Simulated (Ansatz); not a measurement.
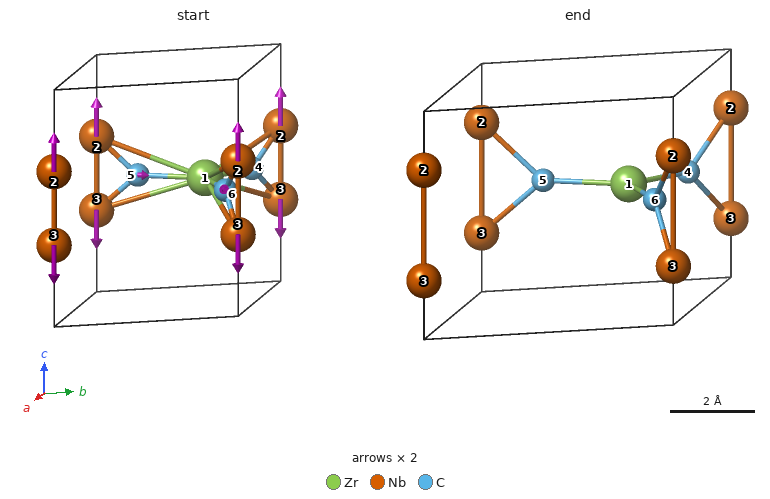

The structure of solid ZrNb2C3 (a generated structure, set up in P-6m2) (coarse preliminary run) before (left) and after (right) a relaxation, at one scale. The purple arrows give the displacements (the part carried along by the change of the cell is left out), magnified 2 times.

Style: ball-and-stick. Shown: the cell of the calculation, from a free direction.

Method: Ansatz, DFT PBE, scalar-relativistic, plane waves, PAW. (plane-wave cutoff 420 eV; k-point mesh 6 × 6 × 4; occupations gaussian; smearing width 0.1 eV; no spin polarisation; cell and atoms relaxed; force threshold 0.04 eV/Å; at most 70 steps)

### What changed between the two?

The largest moves relative to the cell, 0.48 Å, are those of Nb2 and Nb3. Nb3 goes along −c. By element the largest moves are Nb 0.48 Å, C 0.14 Å. Zr stays in place. The volume changes by +76.9 %, with a = b 4.604 → 6.242 Å (+35.6 %), c 5.768 → 5.550 Å (−3.8 %). Near-neighbour distances that change, for instance: Nb2–Nb3 3.975 → 2.864 Å, Zr1–Nb2 2.805 → 3.846 Å, Nb2–Nb3 (another image) 1.793 → 2.687 Å, C4–C5 1.747 → 2.614 Å. New bonds form: Nb2–Nb3 (3.97 → 2.86 Å). Bonds break: Zr1–Nb2 (2.81 → 3.85 Å), Zr1–Nb3 (2.81 → 3.85 Å). The space group stays P-6m2 (No. 187). Over 12 accepted moves (14 points after the start) the energy falls by 79.693 eV per cell of the calculation. The largest force component goes from 120 to 0.01 eV/Å. The pressure goes from 271.84 to −0.06 GPa. At 2 points the geometry stayed and the basis and grid were re-selected for the new cell (energy shift of 0.957 eV per cell of the calculation at most each time). Cost: 2.8 min on 1 thread of Intel(R) Xeon(R) Processor @ 2.70GHz (shared host), peak memory 0.48 GiB.
